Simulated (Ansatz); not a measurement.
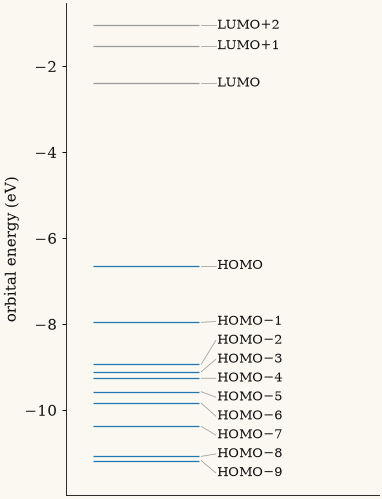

Kohn-Sham orbital energies near the frontier, PBE/def2-TZVPP in the Ansatz code 0.2.0, at a PBE0-D4/def2-TZVP geometry (a minimum by its frequencies), isolated molecule; empty levels in grey, levels within 0.03 eV side by side.

Which molecule has this level scheme?
A. TaSCl₃, SMILES [S]=[Ta]([Cl])([Cl])[Cl], singlet
B. CH₃F₂GaS, SMILES C[S][Ga]([F])[F], singlet
C. ZrClF₃, SMILES [F][Zr]([F])([F])[Cl], singlet
D. TiH₄O₄, SMILES [OH][Ti]([OH])([OH])[OH], singlet

Option B. HOMO −6.64 eV, LUMO −2.40 eV, separation 4.24 eV.

Known limits of this run: no scalar relativity up to krypton; one conformer of a flexible molecule; empty levels above zero depend strongly on the basis.
